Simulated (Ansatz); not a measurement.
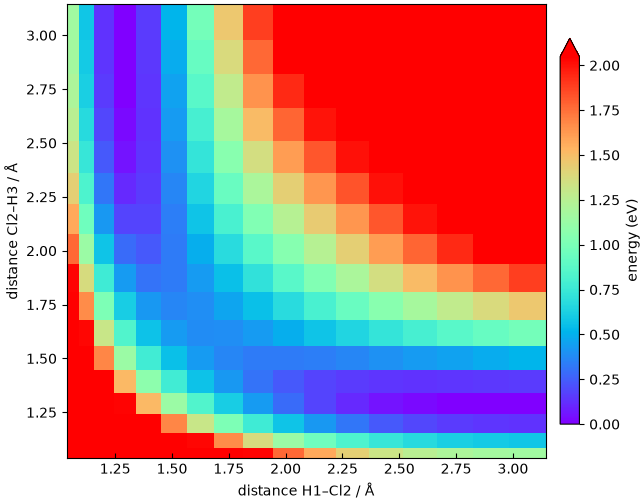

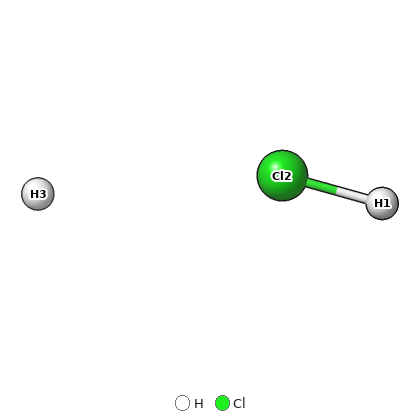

Energy landscape of the system H⁻ + ClH. Coordinates scanned: (1) distance H1–Cl2; (2) distance Cl2–H3. Nothing is relaxed (the angle H1–Cl2–H3 is fixed at 160 degrees). The scan uses a 17 × 17 grid; 153 points were computed and 136 follow by symmetry. Energies are in eV, from the lowest grid point. The restricted reference is unstable at some or all points, so the energies there are unreliable. Theory: RHF-MP2, frozen core/aug-cc-pVTZ in Ansatz.

In the figure: one coloured cell a grid point, one colour for all values above the top of the scale. The second picture is the structure at the lowest point.

What does the map say about the system?

The lowest grid point is at distance H1–Cl2 = 1.291 Å, distance Cl2–H3 = 3.064 Å. It lies on the edge of the grid, but the force there points inwards, so the minimum lies inside the range. The highest grid point, distance H1–Cl2 = 1.064 Å, distance Cl2–H3 = 1.064 Å, lies 7.29 eV above the lowest.

The values on the grid:

```tsv
distance Cl2–H3 ↓, distance H1–Cl2 →	1.118	1.291	1.505	1.747	2.011	2.293	2.591	2.903
3.064	0.58	0.00	0.51	1.46	2.21	2.59	2.74	2.78
2.745	0.62	0.01	0.46	1.28	1.94	2.32	2.56	2.71
2.440	0.73	0.06	0.39	1.06	1.61	2.00	2.32	2.58
2.150	0.96	0.18	0.34	0.81	1.24	1.64	2.00	2.31
1.876	1.37	0.43	0.33	0.56	0.87	1.20	1.51	1.77
1.623	2.03	0.84	0.43	0.39	0.49	0.65	0.80	0.93
1.394	2.98	1.52	0.78	0.42	0.23	0.15	0.13	0.15
1.198	4.45	2.73	1.69	1.01	0.57	0.31	0.19	0.14
1.064	6.36	4.47	3.23	2.36	1.77	1.43	1.25	1.17
```

The table holds every second grid line.

The whole map (153 points run) took 3 min on 1 thread of Arm Neoverse V2, with other jobs on the host.
